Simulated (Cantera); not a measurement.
A closed system holds: 1 mol SiO2, 1.1 mol H2, 0.16 mol H2O, equilibrated at 11000 Pa.

Equilibrium computed with Cantera from the NASA thermochemical tables; the gas is ideal and each condensed phase is pure. Candidate condensed phases: H2O, Si, SiO2; 18 gas species. The tables hold silica as quartz up to 1696 K and as liquid above; real silica turns to tridymite and cristobalite and melts near 1996 K. Gases not in the tables: Si(OH)4. Kinetics and transport are ignored.

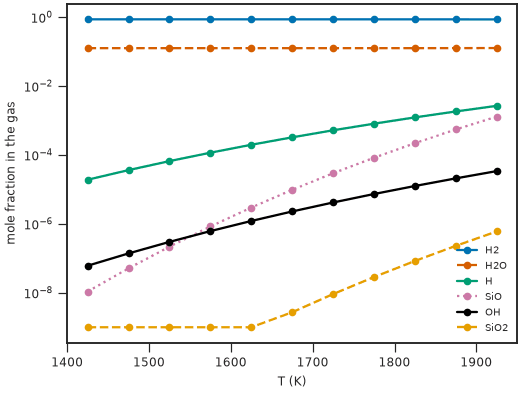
Figure. Equilibrium gas composition (values under 1e-9 drawn at 1e-9)

From 1425 K to 1675 K the condensed part is SiO2(β-quartz). From 1725 K to 1925 K the condensed part is SiO2(condensed).
